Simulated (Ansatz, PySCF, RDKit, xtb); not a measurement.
# CH5BN−: from the formula to a structure

Given the formula CH5BN− (charge -1) and nothing else, which arrangement of the atoms is the most stable in the gas at 298.15 K, and what are its properties?

Plan: many cheap relaxations first (GFN2-xTB), then density-functional screening, relaxation at r2SCAN-D4/def2-SVPD, vibrations and a final energy. The numbers are computed, not measured.

4 further runs of the same task are left out: 4 set aside as unsound or not needed.

## (1) Candidates

All bonding patterns within simple valence rules are listed by program: one Lewis structure each, at most two rings and one unusual centre or charged pair. O–O, O–halogen and N–halogen bonds and N–N–N chains are not drawn. That gives 17 candidates.

c023 C=[BH-]N; c077 [BH2-]1[CH-][NH2+]1; c089 [CH][BH2-]N (triplet); c090 [BH3-]C=N; c164 [BH3-][C-]=[NH2+]; c174 C[BH-]=N; c196 [BH2-]1CN1; c200 [CH2+][BH2-][NH-]; c400 [CH][BH2-]N; c424 [CH-]=[BH-][NH3+]; c463 [BH3-]N=C; c479 [BH2-]=NC; c556 [BH2-]=CN; c624 [BH3-][NH+]=[CH-]; c759 BN[CH2-]; c962 BC[NH-]; c964 [BH2-]=[C-][NH3+].

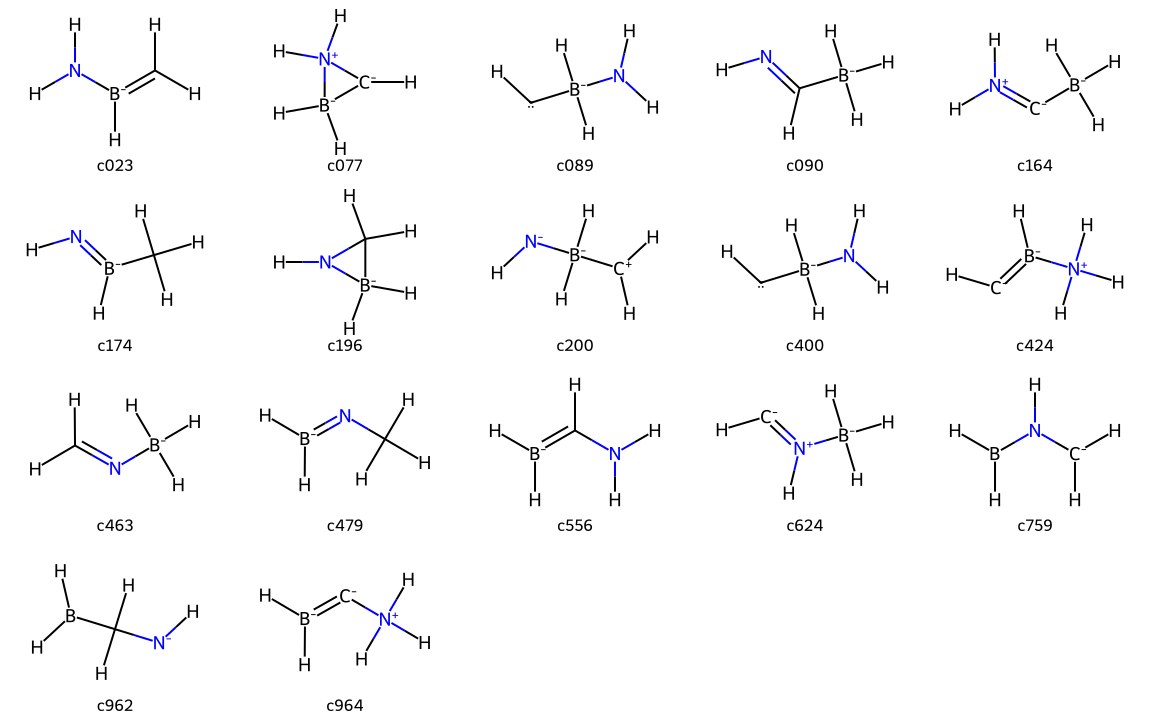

Structural formulas of the candidates.

Candidates are built by distance geometry, with a force field where one applies, in up to four conformers (letters a to d).

Q: Predict the outcome of this search (final energies at CCSD(T)/def2-SVPD + MP2/def2-TZVPPD - MP2/def2-SVPD).

| quantity | value |
| --- | --- |
| lowest structure found | C[BH-]=N, singlet, Cs |
| next finalist | C=[BH-]N, singlet, 6.4 kcal/mol higher in G |
| share at equilibrium, among the finalists | 100.0 % |
| harmonic wavenumbers, lowest and highest (r2SCAN-D4/def2-SVPD) | 167 and 3380 cm⁻¹ |
| rotational constants, same geometry | 1.523, 0.2825, 0.2494 cm⁻¹ |
| HOMO energy (PBE0/def2-TZVPD) | -0.60 eV |
| LUMO energy (PBE0/def2-TZVPD) | 3.93 eV |
| HOMO–LUMO gap (to an unbound level, set by the basis) (PBE0/def2-TZVPD) | 4.52 eV |
| lowest excitation (TD-CAM-B3LYP/def2-SVPD) | 4.53 eV (f = 0.048) |
| strongest of the states computed, same level | 6.79 eV (f = 0.079) |
| lowest triplet excitation, same level, Tamm-Dancoff | 4.41 eV |
| vertical detachment energy | 2.59 eV |
| vertical triplet less singlet | +3.55 eV |

The lowest structure found is `C[BH-]=N`. The margin of 6.4 kcal/mol over the next finalist is beyond the usual error of the last level; it says nothing of structures that weren't ranked. r2SCAN-D4/def2-SVPD, r2SCAN-D4/def2-SVPD, relaxed, HF/def2-SVPD and MP2/def2-SVPD already put its bonding pattern lowest among the structures in one piece; GFN2-xTB favours the singlet [BH2-]=NC; HF/STO-3G favours the singlet [BH3-]N=C (c463a, not a finalist). In an anion, excitations above the detachment energy lie in the continuum and hang on the basis, so they needn't be bound states. The search is not exhaustive (a finite list of starts, one conformer a finalist), so a lower isomer can't be ruled out. Patterns outside the rules of the enumeration were met only by chance.
